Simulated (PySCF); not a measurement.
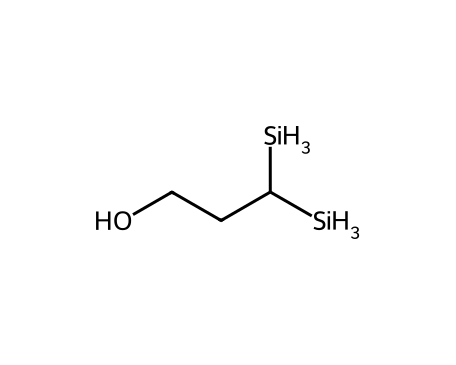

The geometry was computed by an optimisation with GFN2-xTB. No frequency run is at hand to confirm it as a minimum. Properties computed with CAM-B3LYP/def2-SVPD, gas phase (PySCF 2.14.0). Excitations: vertical, linear response.

**What is the HOMO–LUMO gap?**

10.20 eV.

**Give the dipole moment at this level.**

2.85 D.

**What is the HOMO energy (Kohn–Sham orbital)?**

−9.26 eV.

**Give the brightest of the 8 lowest singlets at this level.**

8.43 eV.

The geometry is semi-empirical. Around Si such bond lengths and angles can be off by a tenth of an ångström or more and by several degrees, and values that hang on the shape move with them.
